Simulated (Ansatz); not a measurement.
Consider NOP (SMILES [O-][N+]#P).

The calculation's input:

```
basis:
  gaussian:
    orbitals: def2-TZVPD
crystal:
  periodic: [false, false, false]
  atoms:
    - symbol: "N"
      position_ang: [0.000000, 0.000000, -0.116373]
    - symbol: O
      position_ang: [0.000000, 0.000000, -1.291632]
    - symbol: P
      position_ang: [0.000000, 0.000000, 1.408005]
hamiltonian:
  xc: pbe0
output: {forces: true, orbitals: {seedname: orbitals}}
```

Command:

```sh
ansatz run input.yaml --threads 1 --pin off --max-ram 2610MiB --events-out events.jsonl --progress --plain --runs-dir runs
```

Geometry: PBE0-D3(BJ)/def2-SVP.

Theory: isolated molecule in a Gaussian basis; Kohn-Sham density functional theory, functional PBE0 (Ansatz 0.2.0).

**What can the converged electron density and electron localisation function tell about the bonding?**

N–O (1.18 Å): ρ at the midpoint is about 3.8 e/Å³; the ELF peaks at about 0.85 between the atoms; a short, multiple covalent bond.
P–N (1.52 Å): ρ is about 1.6 e/Å³ halfway; the ELF peaks at about 0.85 between the atoms, as expected for a polar covalent bond.

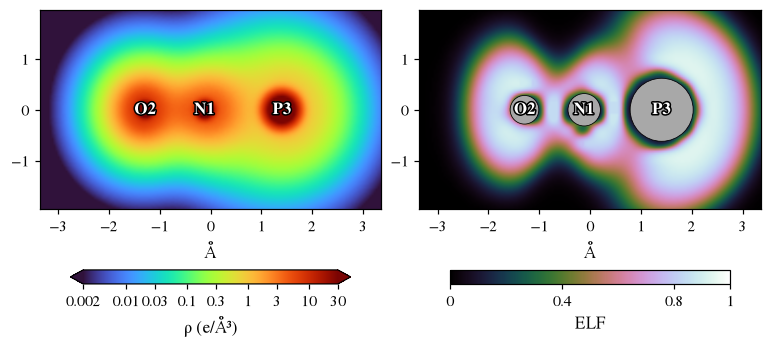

Computed electron density and electron localisation function on a plane that holds the molecular axis, in this order. Grey discs cover the atomic cores in the ELF map. 
